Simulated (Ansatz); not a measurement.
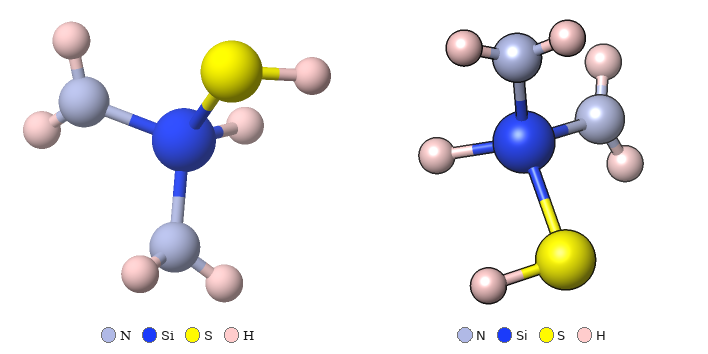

The same structure drawn twice, from different directions.

The computed structure is the end point of a PBE0-D4/def2-TZVP optimisation.

**What is the molecular formula?**

H6N2SSi, 10 atoms: 6 hydrogen, 2 nitrogen, 1 sulfur and 1 silicon.

**What is the point group of this geometry?**

C1.

**How many sets of symmetry-equivalent atoms are there?**

10: 1 N, 1 Si, 1 N, 1 S, 1 H, 1 H, 1 H, 1 H, 1 H, 1 H.

More results for the same structure follow; atom numbers are the same in all pictures, views and colours differ.

**Electronic properties**

Method: RKS r2SCAN0-D4/def2-TZVPP (Ansatz 0.2.0).

Computed properties:

- HOMO energy (Kohn–Sham orbital): −7.25 eV
- LUMO energy (Kohn–Sham orbital): 0.94 eV
- HOMO–LUMO gap: 8.19 eV
- dispersion correction: −6.1 kJ/mol

**Thermal motion**

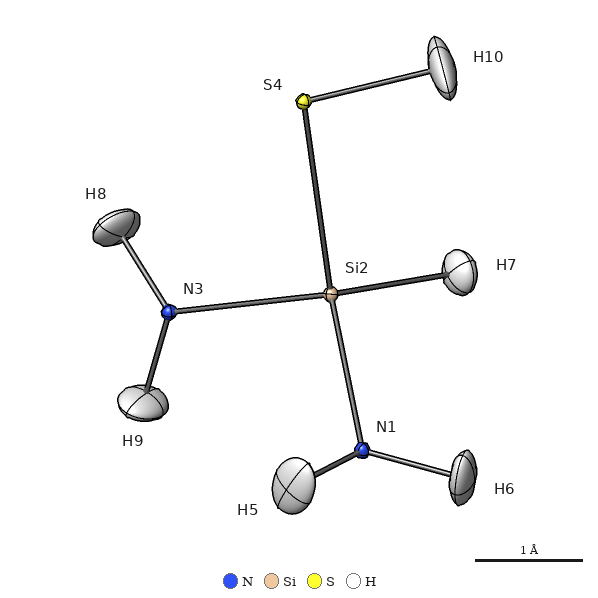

Displacement ellipsoids at the 50 % level, from the internal vibrations of the free molecule (harmonic, no overall translation or rotation; no half-axis is drawn under 0.075 Å). Vibrations computed with RKS PBE0-D4/def2-TZVP (Ansatz 0.2.0). Temperature: 0 K (zero-point motion alone).

**Which atom moves most?**

H10, with U_eq = 0.0377 Å².

**Does H10 move more along its bond or across it?**

Across it: the root-mean-square amplitude is 0.079 Å along the bond and up to 0.287 Å across, since bending and torsion are softer than stretching.

Give the displacement parameters, one line for each set of equivalent atoms.

```tsv
atom	U_eq (Å²)	rms amplitudes (Å)
N1	0.0017	0.025, 0.039, 0.054
Si2	0.00085	0.027, 0.028, 0.033
N3	0.0017	0.032, 0.040, 0.051
S4	0.00059	0.013, 0.025, 0.031
H5	0.0253	0.070, 0.147, 0.222
H6	0.0244	0.075, 0.138, 0.221
H7	0.0167	0.091, 0.140, 0.149
H8	0.0234	0.077, 0.148, 0.206
H9	0.0237	0.081, 0.146, 0.208
H10	0.0377	0.079, 0.156, 0.287
```

**Dipole moment**

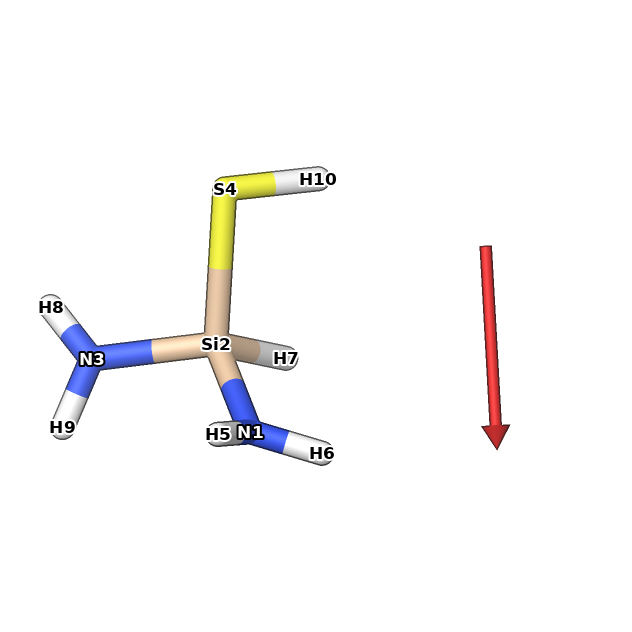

The arrow beside the molecule shows the direction of the dipole moment, from the negative to the positive end (its length means nothing). Method: RKS PBE-D4/def2-TZVPP (Ansatz 0.2.0).

**Estimate the dipole moment.**

1.52 D; it points from the side of S4, H10 to the side of H6 (the outermost atoms at the two ends).
